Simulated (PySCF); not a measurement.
# C3H7AlN2: NMR shifts at several levels of theory, part 1 of 2

How much do the NMR shifts of C3H7AlN2 (`C=[N][AlH2-][N+]#CC`) depend on the level of theory, and what does each level cost?

The runs use PySCF 2.14.0, with density-fitted response routines of our own; the level of theory stands in each step. All values are computed, except where a source is named. Atoms are numbered from 0 throughout.

### 1 The molecule as given

13 atoms, charge 0, multiplicity 1; geometry from: GFN2-xTB. The atoms were then displaced at random by about 0.01 Å, so the start is not that level's minimum.

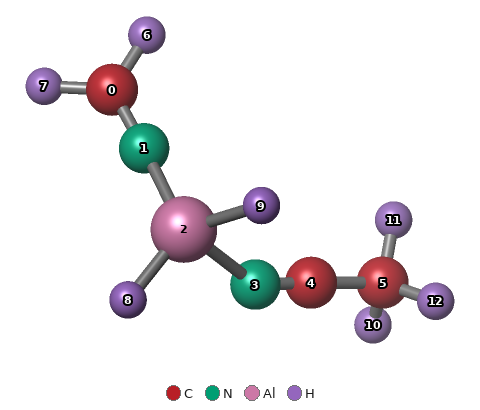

As it starts; carbon red, nitrogen teal, aluminium pink, hydrogen purple, atoms numbered; sticks join atoms by distance.

### 2 Relaxing the molecule at PBE0-D3(BJ)/def2-SVP

Job settings and geometry (Å):

```
{"job": {"xc": "PBE0", "basis": "def2-SVP", "d3": "d3bj", "grid": 1, "shake": 0.01, "kind": "geom"}, "charge": 0, "multiplicity": 1}
C     -2.881600     0.410570    -0.400250
N     -1.955120    -0.355710    -0.548410
Al    -0.762490    -1.662420    -0.760490
N      0.885800    -0.449410    -0.803460
C      1.592360     0.226840    -0.269900
C      2.525300     1.093130     0.391690
H     -3.046470     1.021120     0.512220
H     -3.637820     0.619590    -1.190070
H     -0.669490    -2.439570    -2.066310
H     -0.311990    -2.406210     0.564830
H      3.025370     1.713960    -0.330530
H      2.005080     1.718410     1.115930
H      3.236870     0.492820     0.913180
```

Started as:

```
$ OMP_NUM_THREADS=1 python probes_run.py task.json out
```

One launch serves the whole session: the jobs run in the order shown.

What it wrote:

```text
step   0  E = -469.80058907  max force = 0.071806
step   1  E = -469.81122409  max force = 0.013060
step   2  E = -469.81221281  max force = 0.005382
step   3  E = -469.81347836  max force = 0.015580
step   4  E = -469.81466347  max force = 0.022671
step   5  E = -469.81588376  max force = 0.011700
step   6  E = -469.81711253  max force = 0.003973
step   7  E = -469.81761487  max force = 0.004613
step   8  E = -469.81782775  max force = 0.005848
step   9  E = -469.81813770  max force = 0.002838
step  10  E = -469.81842710  max force = 0.002917
step  11  E = -469.81872426  max force = 0.004759
step  12  E = -469.81888426  max force = 0.003055
step  13  E = -469.81895476  max force = 0.000850
step  14  E = -469.81897085  max force = 0.000374
step  15  E = -469.81897600  max force = 0.000376
optimisation converged
```

Run time: 80 s. Hardware: 1 thread of Arm Neoverse V2, shared host; peak memory 0.52 GiB.

Relaxation path:

| step | energy from step 0 (eV) | largest force component (eV/Å) |
| --- | --- | --- |
| 0 | 0.0000 | 3.6924 |
| 1 | -0.2894 | 0.6716 |
| 2 | -0.3163 | 0.2768 |
| 3 | -0.3507 | 0.8012 |
| 4 | -0.3830 | 1.1658 |
| 5 | -0.4162 | 0.6016 |
| 6 | -0.4496 | 0.2043 |
| 7 | -0.4633 | 0.2372 |
| 8 | -0.4691 | 0.3007 |
| 9 | -0.4775 | 0.1459 |
| 10 | -0.4854 | 0.1500 |
| 11 | -0.4935 | 0.2447 |
| 12 | -0.4978 | 0.1571 |
| 13 | -0.4998 | 0.0437 |
| 14 | -0.5002 | 0.0192 |
| 15 | -0.5003 | 0.0193 |

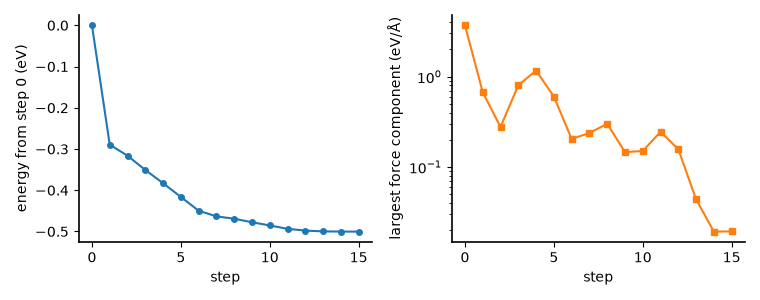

Energy and force, step by step.

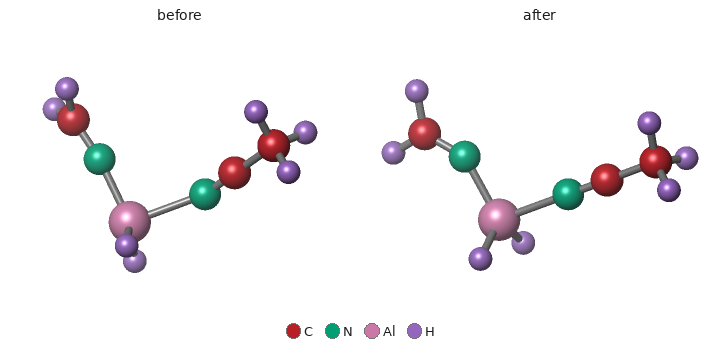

Before and after, at one scale.

Close pairs (by a distance rule), those that changed most:

```
  bond  before (Å)  after (Å)  change (Å)
Al2–H8       1.522      1.603      +0.080
 C0–N1       1.211      1.252      +0.040
N1–Al2       1.782      1.820      +0.038
 N3–C4       1.114      1.151      +0.037
C5–H12       1.067      1.099      +0.032
C5–H10       1.076      1.099      +0.024
Al2–H9       1.585      1.600      +0.015
 C4–C5       1.435      1.445      +0.011
```

The end geometry stands in the next job.

```
                         at the end point                value
  point group (found at 0.08 Å tolerance)                   C1
rotational constants (GHz, main isotopes)  6.871, 1.114, 0.979
                        dipole moment (D)                 7.54
```

### 3 Nuclear shieldings: HF/pcSseg-1

Job settings and geometry (Å):

```
{"job": {"kind": "nmr", "xc": "HF", "basis": "pcSseg-1", "pop": false}, "charge": 0, "multiplicity": 1}
C     -3.308999     0.202619    -0.529496
N     -2.098767    -0.091730    -0.405052
Al    -0.842356    -1.351524    -0.789059
N      0.825402    -0.305194    -0.231278
C      1.764361     0.281211     0.083386
C      2.938568     1.023910     0.481473
H     -3.734499     1.148093    -0.117990
H     -4.071246    -0.427279    -1.049083
H     -0.455920    -1.584926    -2.326788
H     -0.728555    -2.554961     0.259368
H      3.445092     1.425471    -0.407718
H      2.643973     1.855713     1.137151
H      3.629983     0.363674     1.024535
```

With the program's defaults for keys left out, this is: GIAO HF/pcSseg-1 NMR shielding, non-relativistic, gas phase.

What it wrote:

```text
final grid: 105104 points
cycle   1  E = -468.2997475972  dE =  6.462e-01  |g| = 6.718e-01  |ddm| = 3.063e+00
cycle   2  E = -468.3826761740  dE = -8.293e-02  |g| = 5.306e-01  |ddm| = 7.782e-01
cycle   3  E = -468.4413671835  dE = -5.869e-02  |g| = 8.805e-02  |ddm| = 3.854e-01
cycle   4  E = -468.4441661825  dE = -2.799e-03  |g| = 3.515e-02  |ddm| = 1.201e-01
cycle   5  E = -468.4445339930  dE = -3.678e-04  |g| = 1.177e-02  |ddm| = 3.835e-02
cycle   6  E = -468.4445848600  dE = -5.087e-05  |g| = 4.893e-03  |ddm| = 1.575e-02
cycle   7  E = -468.4446012739  dE = -1.641e-05  |g| = 1.784e-03  |ddm| = 1.018e-02
cycle   8  E = -468.4446033464  dE = -2.072e-06  |g| = 4.530e-04  |ddm| = 3.878e-03
cycle   9  E = -468.4446034939  dE = -1.476e-07  |g| = 1.414e-04  |ddm| = 9.424e-04
cycle  10  E = -468.4446035052  dE = -1.126e-08  |g| = 3.944e-05  |ddm| = 2.493e-04
cycle  11  E = -468.4446035061  dE = -8.820e-10  |g| = 9.946e-06  |ddm| = 7.266e-05
converged SCF energy = -468.4446035061

GIAO shielding tensors (ppm)
atom      isotropic    diamagn.    paramagn.     s11        s22        s33       span
  0 C       31.517     247.183    -215.666    -88.871     49.558    133.864    222.735
  1 N     -233.079     334.322    -567.401   -762.558   -232.623    295.945   1058.503
  2 Al     489.561     792.043    -302.482    463.556    487.040    518.086     54.530
  3 N       18.757     337.935    -319.178   -136.081   -132.707    325.058    461.139
  4 C       61.476     270.461    -208.985    -48.702    -45.784    278.914    327.617
  5 C      189.697     245.431     -55.734    183.774    183.961    201.355     17.581
  6 H       23.147      29.526      -6.380     21.730     22.764     24.946      3.215
  7 H       23.266      27.123      -3.857     21.257     21.563     26.978      5.721
  8 H       27.975      29.726      -1.751     25.165     26.836     31.923      6.758
  9 H       27.959      29.944      -1.985     25.169     26.822     31.885      6.717
 10 H       29.310      25.942       3.367     24.439     26.836     36.654     12.215
 11 H       29.243      27.591       1.651     24.265     26.846     36.617     12.353
 12 H       29.307      25.723       3.585     24.407     26.869     36.646     12.238
```

Run time: 5 s. Hardware: 1 thread of Arm Neoverse V2, shared host; peak memory 0.83 GiB.

Shifts follow as δ = σ(reference) − σ, with reference shieldings (ppm) from runs at the same level and on the same kind of geometry: ¹H TMS 31.69, ¹³C TMS 190.8, ¹⁵N NH3 265.7, ²⁷Al AlH4- 516.2. The references are single molecules in the gas phase, so shifts against H2O, NH3, PH3, H3PO4 or CFCl3 are not on the usual liquid scales and can be off by tens of ppm. Shifts against hydride references such as AlH4− lie on their own scale. Atoms listed in one row are averaged.

| atoms | environment | σ (ppm) | δ (ppm) |
| --- | --- | --- | --- |
| C0 | C=N carbon | 31.5 | 159.3 |
| C4 | nitrilium-type carbon | 61.5 | 129.4 |
| C5 | methyl carbon α to a nitrile | 189.7 | 1.2 |
| H6 | hydrogen on a C=N carbon | 23.15 | 8.54 |
| H7 | hydrogen on a C=N carbon | 23.27 | 8.42 |
| H8, H9 | hydrogen on an aluminium bonded to 2 N | 27.97 | 3.72 |
| H10, H11, H12 | hydrogen on a methyl carbon α to a nitrile | 29.29 | 2.40 |
| N1 | imine nitrogen | -233.1 | 498.8 |
| N3 | donor nitrogen of a Lewis adduct | 18.8 | 247.0 |
| Al2 | aluminium bonded to 2 N, 2 H | 489.6 | 26.7 |

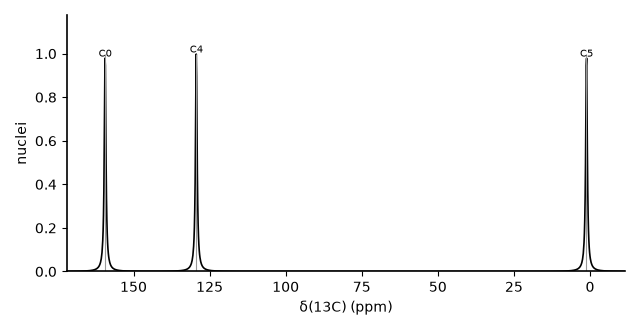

¹³C lines at the computed shifts, without couplings. Lines are broadened to a width of 0.63 ppm (Lorentzian).

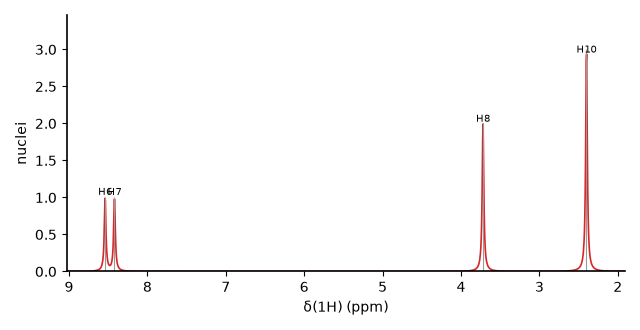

¹H lines at the computed shifts, without couplings. Lines are broadened to a width of 0.02 ppm (Lorentzian).

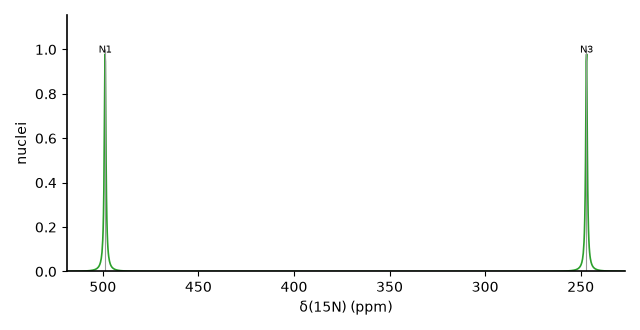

¹⁵N lines at the computed shifts, without couplings. Lines are broadened to a width of 1 ppm (Lorentzian).

### 4 Shielding tensors: LDA/pcSseg-1

Same as in step 3 but for these lines:

```diff
@@ -1,2 +1,2 @@
-{"job": {"kind": "nmr", "xc": "HF", "basis": "pcSseg-1", "pop": false}, "charge": 0, "multiplicity": 1}
+{"job": {"kind": "nmr", "xc": "LDA", "basis": "pcSseg-1", "pop": false}, "charge": 0, "multiplicity": 1}
 C     -3.308999     0.202619    -0.529496
```

Level: GIAO LDA/pcSseg-1 NMR shielding, non-relativistic, gas phase.

What it wrote:

```text
coarse grid: 11352 points
cycle   1  E = -467.1931549842  dE =  3.605e-01  |g| = 6.707e-01  |ddm| = 3.256e+00
cycle   2  E = -465.2750078902  dE =  1.918e+00  |g| = 2.173e+00  |ddm| = 3.842e+00
cycle   3  E = -467.2377071586  dE = -1.963e+00  |g| = 5.101e-01  |ddm| = 3.762e+00
cycle   4  E = -467.2950850640  dE = -5.738e-02  |g| = 2.489e-01  |ddm| = 4.770e-01
cycle   5  E = -467.2982261734  dE = -3.141e-03  |g| = 2.244e-01  |ddm| = 2.499e-01
cycle   6  E = -467.3090786957  dE = -1.085e-02  |g| = 2.594e-02  |ddm| = 1.456e-01
cycle   7  E = -467.3092284201  dE = -1.497e-04  |g| = 1.060e-02  |ddm| = 3.016e-02
cycle   8  E = -467.3092568110  dE = -2.839e-05  |g| = 4.044e-03  |ddm| = 1.367e-02
cycle   9  E = -467.3092615629  dE = -4.752e-06  |g| = 7.523e-04  |ddm| = 4.251e-03
final grid: 105104 points
cycle  10  E = -467.3659926631  dE = -2.128e-05  |g| = 3.839e-03  |ddm| = 1.386e-02
cycle  11  E = -467.3659752310  dE =  1.743e-05  |g| = 9.592e-03  |ddm| = 1.015e-02
cycle  12  E = -467.3659954392  dE = -2.021e-05  |g| = 1.627e-03  |ddm| = 7.587e-03
cycle  13  E = -467.3659960507  dE = -6.115e-07  |g| = 1.714e-04  |ddm| = 1.000e-03
cycle  14  E = -467.3659960565  dE = -5.773e-09  |g| = 1.109e-04  |ddm| = 2.865e-04
cycle  15  E = -467.3659960589  dE = -2.378e-09  |g| = 6.508e-05  |ddm| = 1.070e-04
cycle  16  E = -467.3659960597  dE = -8.238e-10  |g| = 1.451e-05  |ddm| = 4.136e-05
converged SCF energy = -467.3659960597

GIAO shielding tensors (ppm)
atom      isotropic    diamagn.    paramagn.     s11        s22        s33       span
  0 C        2.910     249.076    -246.166    -85.501    -17.538    111.768    197.270
  1 N     -234.365     330.406    -564.770   -739.287   -221.394    257.587    996.874
  2 Al     419.782     797.208    -377.426    395.519    422.442    441.385     45.866
  3 N       14.706     336.341    -321.635   -138.336   -133.235    315.690    454.026
  4 C       53.438     269.513    -216.075    -47.415    -42.438    250.166    297.581
  5 C      181.750     251.642     -69.891    172.245    172.881    200.125     27.880
  6 H       21.242      28.767      -7.525     20.095     21.244     22.389      2.294
  7 H       21.063      26.003      -4.940     19.299     20.590     23.300      4.001
  8 H       26.229      28.565      -2.336     23.397     25.276     30.015      6.618
  9 H       26.214      28.775      -2.561     23.472     25.251     29.919      6.447
 10 H       28.653      25.957       2.695     24.028     26.435     35.495     11.467
 11 H       28.575      28.102       0.474     23.904     26.450     35.372     11.469
 12 H       28.648      25.672       2.976     23.996     26.470     35.477     11.481
```

Run time: 12 s. Hardware: 1 thread of Arm Neoverse V2, shared host; peak memory 0.83 GiB.

In short: δ C0 177.8, C4 127.3, C5 -1.0, N1 506.3, H7 9.76, H6 9.59 ppm.

### 5 NMR shieldings: PBE/pcSseg-1

Same as in step 4 but for these lines:

```diff
@@ -1,2 +1,2 @@
-{"job": {"kind": "nmr", "xc": "LDA", "basis": "pcSseg-1", "pop": false}, "charge": 0, "multiplicity": 1}
+{"job": {"kind": "nmr", "xc": "PBE", "basis": "pcSseg-1", "pop": false}, "charge": 0, "multiplicity": 1}
 C     -3.308999     0.202619    -0.529496
```

Level: GIAO PBE/pcSseg-1 NMR shielding, non-relativistic, gas phase.

What it wrote:

```text
coarse grid: 11352 points
cycle   1  E = -469.8289068295  dE =  3.772e-01  |g| = 6.783e-01  |ddm| = 3.246e+00
cycle   2  E = -467.9103882736  dE =  1.919e+00  |g| = 2.172e+00  |ddm| = 3.976e+00
cycle   3  E = -469.8797733092  dE = -1.969e+00  |g| = 4.903e-01  |ddm| = 3.898e+00
cycle   4  E = -469.9326177990  dE = -5.284e-02  |g| = 2.471e-01  |ddm| = 4.674e-01
cycle   5  E = -469.9357073191  dE = -3.090e-03  |g| = 2.245e-01  |ddm| = 2.503e-01
cycle   6  E = -469.9465800500  dE = -1.087e-02  |g| = 2.540e-02  |ddm| = 1.437e-01
cycle   7  E = -469.9467276788  dE = -1.476e-04  |g| = 1.088e-02  |ddm| = 3.101e-02
cycle   8  E = -469.9467575652  dE = -2.989e-05  |g| = 3.957e-03  |ddm| = 1.370e-02
cycle   9  E = -469.9467620861  dE = -4.521e-06  |g| = 7.118e-04  |ddm| = 4.100e-03
final grid: 105104 points
cycle  10  E = -469.9913070164  dE = -1.368e-05  |g| = 1.070e-02  |ddm| = 2.537e-02
cycle  11  E = -469.9912428276  dE =  6.419e-05  |g| = 1.962e-02  |ddm| = 2.770e-02
cycle  12  E = -469.9913272880  dE = -8.446e-05  |g| = 6.013e-03  |ddm| = 2.018e-02
cycle  13  E = -469.9913356087  dE = -8.321e-06  |g| = 6.440e-04  |ddm| = 3.864e-03
cycle  14  E = -469.9913356932  dE = -8.446e-08  |g| = 3.769e-04  |ddm| = 7.325e-04
cycle  15  E = -469.9913357203  dE = -2.712e-08  |g| = 1.108e-04  |ddm| = 2.400e-04
cycle  16  E = -469.9913357232  dE = -2.964e-09  |g| = 1.661e-05  |ddm| = 8.490e-05
cycle  17  E = -469.9913357233  dE = -7.822e-11  |g| = 3.457e-06  |ddm| = 2.103e-05
converged SCF energy = -469.9913357233

GIAO shielding tensors (ppm)
atom      isotropic    diamagn.    paramagn.     s11        s22        s33       span
  0 C       13.155     248.782    -235.626    -77.975      6.056    111.384    189.359
  1 N     -206.849     331.392    -538.241   -668.810   -206.252    254.515    923.325
  2 Al     439.813     796.865    -357.052    417.454    440.435    461.549     44.095
  3 N       21.043     336.609    -315.565   -128.294   -124.561    315.985    444.279
  4 C       58.770     269.583    -210.812    -41.702    -37.038    255.051    296.753
  5 C      178.997     250.077     -71.079    170.020    170.534    196.438     26.418
  6 H       21.836      29.266      -7.430     20.614     21.841     23.053      2.440
  7 H       21.623      26.336      -4.713     19.789     20.771     24.309      4.521
  8 H       26.902      29.206      -2.305     24.099     25.923     30.683      6.584
  9 H       26.900      29.440      -2.540     24.174     25.911     30.615      6.441
 10 H       29.004      26.190       2.815     24.542     26.911     35.560     11.018
 11 H       28.934      28.431       0.502     24.418     26.933     35.450     11.032
 12 H       29.000      25.891       3.109     24.509     26.945     35.544     11.035
```

It took 15 s on 1 thread of Arm Neoverse V2, shared host; peak memory 0.7 GiB.

In short: δ C0 166.9, C4 121.3, C5 1.0, N1 471.9, H7 9.57, H6 9.36 ppm.

### 6 Nuclear shieldings: BLYP/pcSseg-1

Same as in step 5 but for these lines:

```diff
@@ -1,2 +1,2 @@
-{"job": {"kind": "nmr", "xc": "PBE", "basis": "pcSseg-1", "pop": false}, "charge": 0, "multiplicity": 1}
+{"job": {"kind": "nmr", "xc": "BLYP", "basis": "pcSseg-1", "pop": false}, "charge": 0, "multiplicity": 1}
 C     -3.308999     0.202619    -0.529496
```

Level: GIAO BLYP/pcSseg-1 NMR shielding, non-relativistic, gas phase.

What it wrote:

```text
coarse grid: 11352 points
cycle   1  E = -470.1629749107  dE =  3.846e-01  |g| = 7.328e-01  |ddm| = 3.262e+00
cycle   2  E = -468.1556118369  dE =  2.007e+00  |g| = 2.250e+00  |ddm| = 4.430e+00
cycle   3  E = -470.2231758026  dE = -2.068e+00  |g| = 5.132e-01  |ddm| = 4.352e+00
cycle   4  E = -470.2828929361  dE = -5.972e-02  |g| = 2.438e-01  |ddm| = 4.842e-01
cycle   5  E = -470.2824151775  dE =  4.778e-04  |g| = 2.568e-01  |ddm| = 2.658e-01
cycle   6  E = -470.2966151227  dE = -1.420e-02  |g| = 2.405e-02  |ddm| = 1.623e-01
cycle   7  E = -470.2967728489  dE = -1.577e-04  |g| = 7.435e-03  |ddm| = 3.076e-02
cycle   8  E = -470.2967862090  dE = -1.336e-05  |g| = 3.178e-03  |ddm| = 1.101e-02
cycle   9  E = -470.2967890843  dE = -2.875e-06  |g| = 8.613e-04  |ddm| = 3.868e-03
final grid: 105104 points
cycle  10  E = -470.3473156511  dE = -1.884e-05  |g| = 7.524e-03  |ddm| = 1.919e-02
cycle  11  E = -470.3472742205  dE =  4.143e-05  |g| = 1.540e-02  |ddm| = 1.894e-02
cycle  12  E = -470.3473247620  dE = -5.054e-05  |g| = 4.334e-03  |ddm| = 1.442e-02
cycle  13  E = -470.3473291109  dE = -4.349e-06  |g| = 4.577e-04  |ddm| = 2.771e-03
cycle  14  E = -470.3473291468  dE = -3.585e-08  |g| = 3.101e-04  |ddm| = 4.941e-04
cycle  15  E = -470.3473291649  dE = -1.810e-08  |g| = 8.423e-05  |ddm| = 1.962e-04
cycle  16  E = -470.3473291667  dE = -1.791e-09  |g| = 1.498e-05  |ddm| = 7.350e-05
cycle  17  E = -470.3473291667  dE = -6.162e-11  |g| = 3.985e-06  |ddm| = 1.855e-05
converged SCF energy = -470.3473291667

GIAO shielding tensors (ppm)
atom      isotropic    diamagn.    paramagn.     s11        s22        s33       span
  0 C       10.971     248.177    -237.207    -82.478      9.374    106.016    188.494
  1 N     -213.738     331.855    -545.593   -676.774   -214.566    250.125    926.899
  2 Al     439.436     796.330    -356.894    416.681    439.798    461.829     45.148
  3 N       17.096     336.361    -319.265   -133.735   -130.220    315.242    448.977
  4 C       55.336     269.557    -214.221    -46.896    -42.323    255.228    302.124
  5 C      174.658     249.402     -74.744    165.955    166.418    191.601     25.647
  6 H       22.137      29.517      -7.381     20.749     22.146     23.515      2.767
  7 H       21.887      26.549      -4.662     19.962     21.031     24.667      4.705
  8 H       27.234      29.452      -2.218     24.437     26.232     31.032      6.596
  9 H       27.234      29.685      -2.450     24.504     26.225     30.974      6.470
 10 H       29.169      26.372       2.797     24.806     27.197     35.504     10.698
 11 H       29.102      28.788       0.314     24.687     27.223     35.394     10.707
 12 H       29.165      26.051       3.113     24.773     27.230     35.491     10.718
```

Wall time 15 s (1 thread of Arm Neoverse V2, shared host); peak memory 0.7 GiB.

In short: δ C0 164.3, C4 120.0, C5 0.7, N1 476.3, H7 9.47, H6 9.22 ppm.

### 7 NMR shieldings: BP86/pcSseg-1

Same as in step 6 but for these lines:

```diff
@@ -1,2 +1,2 @@
-{"job": {"kind": "nmr", "xc": "BLYP", "basis": "pcSseg-1", "pop": false}, "charge": 0, "multiplicity": 1}
+{"job": {"kind": "nmr", "xc": "BP86", "basis": "pcSseg-1", "pop": false}, "charge": 0, "multiplicity": 1}
 C     -3.308999     0.202619    -0.529496
```

Method: GIAO BP86/pcSseg-1 NMR shielding, non-relativistic, gas phase.

What it wrote:

```text
coarse grid: 11352 points
cycle   1  E = -470.2815832659  dE =  3.773e-01  |g| = 6.783e-01  |ddm| = 3.247e+00
cycle   2  E = -468.3701710716  dE =  1.911e+00  |g| = 2.178e+00  |ddm| = 3.806e+00
cycle   3  E = -470.3328101338  dE = -1.963e+00  |g| = 4.885e-01  |ddm| = 3.724e+00
cycle   4  E = -470.3844433160  dE = -5.163e-02  |g| = 2.518e-01  |ddm| = 4.678e-01
cycle   5  E = -470.3889793915  dE = -4.536e-03  |g| = 2.135e-01  |ddm| = 2.474e-01
cycle   6  E = -470.3988558774  dE = -9.876e-03  |g| = 2.631e-02  |ddm| = 1.375e-01
cycle   7  E = -470.3990047998  dE = -1.489e-04  |g| = 1.229e-02  |ddm| = 3.129e-02
cycle   8  E = -470.3990444844  dE = -3.968e-05  |g| = 3.454e-03  |ddm| = 1.411e-02
cycle   9  E = -470.3990480012  dE = -3.517e-06  |g| = 6.016e-04  |ddm| = 3.780e-03
final grid: 105104 points
cycle  10  E = -470.4426043209  dE = -2.254e-05  |g| = 4.333e-03  |ddm| = 2.082e-02
cycle  11  E = -470.4425895958  dE =  1.473e-05  |g| = 8.961e-03  |ddm| = 1.048e-02
cycle  12  E = -470.4426069290  dE = -1.733e-05  |g| = 2.385e-03  |ddm| = 7.958e-03
cycle  13  E = -470.4426082012  dE = -1.272e-06  |g| = 3.858e-04  |ddm| = 1.559e-03
cycle  14  E = -470.4426082285  dE = -2.729e-08  |g| = 2.908e-04  |ddm| = 4.268e-04
cycle  15  E = -470.4426082139  dE =  1.457e-08  |g| = 5.729e-05  |ddm| = 1.709e-04
cycle  16  E = -470.4426082146  dE = -7.115e-10  |g| = 1.489e-05  |ddm| = 5.291e-05
converged SCF energy = -470.4426082146

GIAO shielding tensors (ppm)
atom      isotropic    diamagn.    paramagn.     s11        s22        s33       span
  0 C       13.179     248.879    -235.700    -77.887      6.466    110.958    188.846
  1 N     -203.624     331.341    -534.965   -662.469   -205.855    257.452    919.921
  2 Al     440.160     796.691    -356.531    417.802    440.752    461.924     44.122
  3 N       21.377     336.546    -315.170   -127.850   -123.985    315.964    443.814
  4 C       58.607     269.930    -211.322    -41.947    -37.280    255.049    296.997
  5 C      178.241     250.254     -72.012    169.362    169.869    195.493     26.131
  6 H       21.953      29.295      -7.342     20.720     21.930     23.208      2.488
  7 H       21.746      26.430      -4.684     19.960     20.838     24.438      4.478
  8 H       26.982      29.282      -2.300     24.178     25.998     30.769      6.591
  9 H       26.980      29.512      -2.532     24.258     25.987     30.693      6.435
 10 H       29.054      26.230       2.824     24.608     26.974     35.581     10.973
 11 H       28.984      28.469       0.515     24.477     26.999     35.477     11.000
 12 H       29.050      25.932       3.117     24.573     27.009     35.567     10.994
```

Run time: 14 s. Hardware: 1 thread of Arm Neoverse V2, shared host; peak memory 0.7 GiB.

Key values: δ C0 166.6, C4 121.1, C5 1.5, N1 466.7, H7 9.52, H6 9.31 ppm.

(Continued in part 2 of 2.)
